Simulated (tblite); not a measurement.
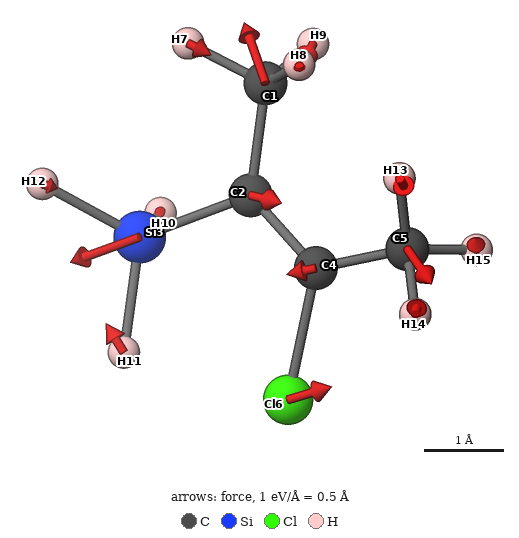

Starting geometry of C₄H₉ClSi with the computed forces as red arrows. Style: ball-and-stick. Shown at a tilt.

Computed with GFN2-xTB geometry optimisation, gas phase (tblite). 

Is this structure relaxed? If not, where do the atoms go?

It isn't relaxed: the largest force vector, on Si3, is 2.26 eV/Å. The final displacements have little in common with the starting forces (cosine between the two patterns 0.17). Over 85 geometry steps the energy falls by 0.488 eV. H11 moves most after the best rigid fit: 0.93 Å. By element the largest moves are H 0.93 Å, Cl 0.39 Å, C 0.23 Å, Si 0.09 Å. Some distances before and after: Si3–Cl6 2.998 → 3.072 Å, C2–Si3 1.827 → 1.892 Å, C1–H9 1.128 → 1.089 Å, C4–Cl6 1.777 → 1.742 Å. Bond angles that change, for instance: C2–C1–H8 117.0° → 110.8°, H13–C5–H15 114.8° → 109.0°, H10–Si3–H11 105.1° → 110.7°. Groups turn about C2–Si3 by about 45°, C1–C2 by about 35°. Cost: 0.43 s on 1 thread of Arm Neoverse V2, with other jobs on the host.
